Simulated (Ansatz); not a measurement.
System: NiAs-type NiSb. Method: r²SCAN-D4 (PAW; Ansatz, a quantum-chemistry and plane-wave program).

Run with plane-wave cutoff 560 eV, 18×18×12 k mesh (along the axes of the cell as run), Fermi–Dirac smearing 0.05 eV, no spin polarisation, scalar-relativistic PAW data made under PBE.

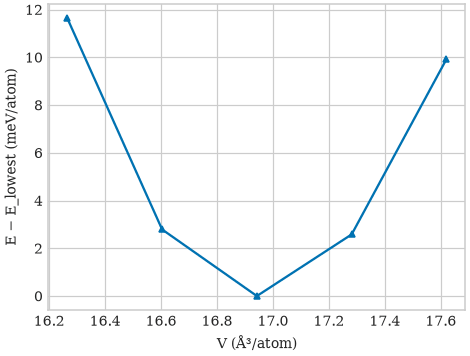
Fig. 1. Total energy against volume

Task: From the curve, estimate the equilibrium volume and the bulk modulus.

Result: V0 ≈ 16.9 Å³/atom and B0 ≈ 130 GPa; the fit gives V0 = 16.942 Å³/atom, B0 = 127 GPa, B′ = 5.0.

Shape and atoms are relaxed at each volume.

Note: the bulk modulus comes from volumes at which shape and atoms were relaxed.

Spin–orbit coupling is not included.
